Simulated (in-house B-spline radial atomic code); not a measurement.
**Mo²²⁺: a two-valence-electron spectrum**

Which levels has Mo²²⁺, how pure are their terms, and how much do the corrections beyond plain CI move them?

The numbers are computed with an in-house B-spline radial atomic code, version 1 (configuration interaction of two valence electrons in the frozen-core Dirac-Hartree-Fock potential, then with screened core-valence correlation, Breit and QED (CI+MBPT), no-pair Dirac, B-spline basis), except any that are marked as measured or tabulated.

### Step 1. What is computed

| Item | Value |
| --- | --- |
| element | molybdenum (Z = 42) |
| charge | +22 |
| core | [Ne] 3s2 3p6 |
| nucleus | mass number 98, rms radius 4.409 fm |

### Step 2. The run

Settings:

```ini
basis_form = 3
Z = 42
core_configuration = [Ne] 3s2 3p6
rms_radius = 4.4091
mass_number = 98
speed_of_light = 137.035999084
box_radius = 3.75
lmax = 6
intervals = 58
virtual_cutoff = 3528.0
```

Launch:

```bash
$ python run_mb.py task.json out
```

task.json holds these settings.

The program writes no log. Results of the run, from its result record (rounded, main fields):

```text
{
  "status": "converged",
  "ion": ["3d3/2", -39.794371, -39.70144923],
  "complete_below [hartree]": -73.71893727,
  "lowest_core_excitation [hartree]": 4.1719,
  "mean_screening": {"0": -0.0109, "1": -0.138, "2": -0.0202, "3": -0.0122, "4": -0.00373, "5": -0.00931, "6": -0.00296},
  "ci_size": 2746,
  "levels [hartree (two-electron valence energies)]": [
    {"J": 2, "odd": 0, "e": -77.2650565, "e_ci": -76.9944785, "match": 1.0, "conf": [["3d2", 0.999]], "term": "3F", "term_weight": 0.914, "jj": "3/2,3/2", "g": 0.69665},
    {"J": 3, "odd": 0, "e": -77.1375187, "e_ci": -76.8638023, "match": 1.0, "conf": [["3d2", 0.999]], "term": "3F", "term_weight": 1.0, "jj": "3/2,5/2", "g": 1.0835},
    {"J": 4, "odd": 0, "e": -77.0268602, "e_ci": -76.7474962, "match": 1.0, "conf": [["3d2", 0.999]], "term": "3F", "term_weight": 0.932, "jj": "5/2,5/2", "g": 1.2336},
    {"J": 0, "odd": 0, "e": -76.9721768, "e_ci": -76.6841621, "match": 1.0, "conf": [["3d2", 0.999]], "term": "3P", "term_weight": 0.946, "jj": "3/2,3/2"},
    {"J": 2, "odd": 0, "e": -76.9507347, "e_ci": -76.663231, "match": 0.999, "conf": [["3d2", 0.999]], "term": "1D", "term_weight": 0.533, "jj": "3/2,5/2", "g": 1.1768},
    {"J": 1, "odd": 0, "e": -76.9015431, "e_ci": -76.6112731, "match": 1.0, "conf": [["3d2", 0.999]], "term": "3P", "term_weight": 1.0, "jj": "3/2,5/2", "g": 1.5012},
    {"J": 4, "odd": 0, "e": -76.7650351, "e_ci": -76.4774135, "match": 1.0, "conf": [["3d2", 0.999]], "term": "1G", "term_weight": 0.932, "jj": "3/2,5/2", "g": 1.0171},
    {"J": 2, "odd": 0, "e": -76.764808, "e_ci": -76.4713853, "match": 0.999, "conf": [["3d2", 0.999]], "term": "3P", "term_weight": 0.597, "jj": "5/2,5/2", "g": 1.2932},
    {"J": 0, "odd": 0, "e": -76.270712, "e_ci": -75.9802256, "match": 1.0, "conf": [["3d2", 0.998]], "term": "1S", "term_weight": 0.945, "jj": "5/2,5/2"}
  ]
}
```

Run time: 2.5 min. Hardware: 1 thread, shared host.

Fields of a level: J, parity (odd), the two-electron energy e with all corrections and e_ci from plain CI (hartree), match between the two, leading configurations in the ion's orbitals, term and its weight, jj label, Landé g.

Levels above complete_below are not shown. The record's own labels can count the outer n one higher than the tables below, which number each series by energy.

### Step 3. Level list

Excitation energies (cm⁻¹). The table gives the lowest levels of the complete part, and series are numbered by energy.

```csv
level,purity,g,CI,CI+MBPT
3d2 3F2,0.91,0.697,0,0
3d2 3F3,1.00,1.083,28680,27991
3d2 3F4,0.93,1.234,54206,52278
3d2 3P0,0.95,-,68107,64280
3d2 1D2,0.53,1.177,72700,68986
3d2 3P1,1.00,1.501,84104,79782
3d2 1G4,0.93,1.017,113483,109742
3d2 3P2,0.60,1.293,114806,109792
3d2 1S0,0.94,-,222603,218233
```

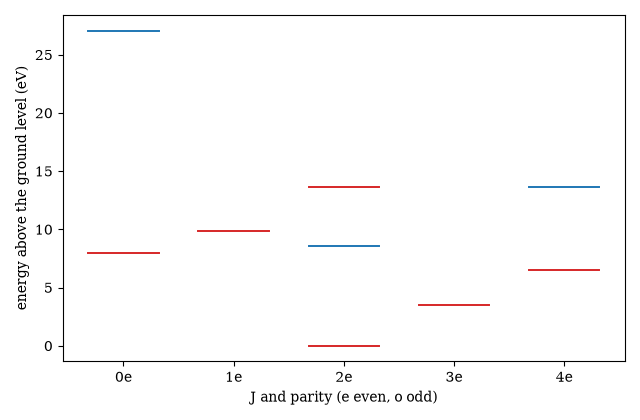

Levels by J and parity; leading term singlet in blue, triplet in red.

### Step 4. Transitions

The record's fields for this part:

```text
{
  "transitions": [
    ["E2", 1, 0, 0.038811, 0.04218],
    ["E2", 2, 0, 0.012723, 0.01378],
    ["E2", 2, 1, 0.033557, 0.036572],
    ["E2", 3, 0, -0.095768, -0.10418],
    ["E2", 4, 0, 0.051212, 0.055608],
    ["E2", 4, 1, -0.047343, -0.051359],
    ["E2", 4, 2, 0.12979, 0.14102],
    ["E2", 4, 3, -0.05226, -0.056769],
    ["E2", 5, 0, -0.076238, -0.082837],
    ["E2", 5, 1, 0.12412, 0.13497],
    ["E2", 5, 4, 0.10172, 0.11056],
    ["E2", 6, 0, -0.032204, -0.034903],
    ["E2", 6, 1, 0.010376, 0.011143],
    ["E2", 6, 2, 0.059445, 0.064616],
    ["E2", 6, 4, -0.055498, -0.060294],
    ["E2", 7, 0, -0.011857, -0.012851],
    ["E2", 7, 1, 0.07287, 0.079133],
    ["E2", 7, 2, -0.10916, -0.11863],
    ["E2", 7, 3, 0.053798, 0.058445],
    ["E2", 7, 4, -0.021315, -0.023102],
    ["E2", 7, 5, 0.084319, 0.09157],
    ["E2", 7, 6, -0.10701, -0.11616],
    ["E2", 8, 0, 0.017969, 0.019551],
    ["E2", 8, 4, 0.093074, 0.101],
    ["E2", 8, 7, 0.10328, 0.11211],
    ["M1", 1, 0, 2.4704, "-"],
    ["M1", 2, 1, 2.5104, "-"],
    ["M1", 4, 0, 0.56697, "-"],
    ["M1", 4, 1, 0.67494, "-"],
    ["M1", 5, 0, -0.1013, "-"],
    ["M1", 5, 3, -1.3764, "-"],
    ["M1", 5, 4, -0.99915, "-"],
    ["M1", 6, 1, 0.67814, "-"],
    ["M1", 6, 2, 0.84524, "-"],
    ["M1", 7, 0, 0.098711, "-"],
    ["M1", 7, 1, 0.34667, "-"],
    ["M1", 7, 4, -1.4015, "-"],
    ["M1", 7, 5, -1.2231, "-"],
    ["M1", 8, 5, 0.33015, "-"]
  ]
}
```

Each row: multipole, upper and lower level (counted from 0 in the list of levels), and the reduced element with and without core polarisation (atomic units; M1 in Bohr magnetons).

A choice of fast lines, with preference for those that end on the four lowest levels:

```csv
kind,upper,lower,wavelength (nm),rate (1/s),gf
M1,3d2 3F3,3d2 3F2,357.25,5.16e+02,-
M1,3d2 1D2,3d2 3F2,144.96,5.69e+02,-
M1,3d2 1G4,3d2 3F3,122.32,7.53e+02,-
M1,3d2 3P2,3d2 1D2,245.06,7.20e+02,-
M1,3d2 1S0,3d2 3P1,72.227,7.80e+03,-
```

### Step 5. What came out

```
                               quantity                                                              value
                           ground level                                                            3d2 3F2
                      ionisation energy                                     1019.6 eV (plain CI 1014.8 eV)
                    first excited level                                              3d2 3F3 at 27991 cm⁻¹
                       largest CI block                                                               2746
tabulated theoretical ionisation energy  1019.0 ± 4 eV (NIST Atomic Spectra Database, ionization energies)
```

In words: The ground level is 3d2 3F2; the corrections beyond plain CI change the ionisation energy by +4.8 eV, to 1019.6 eV. The lowest 9 levels have a mean term purity of 0.87, so spin-orbit coupling mixes the terms. The tabulated theoretical ionisation energy is 1019.0 ± 4 eV, so the final value is off by +0.062 %, within the tabulated uncertainty.
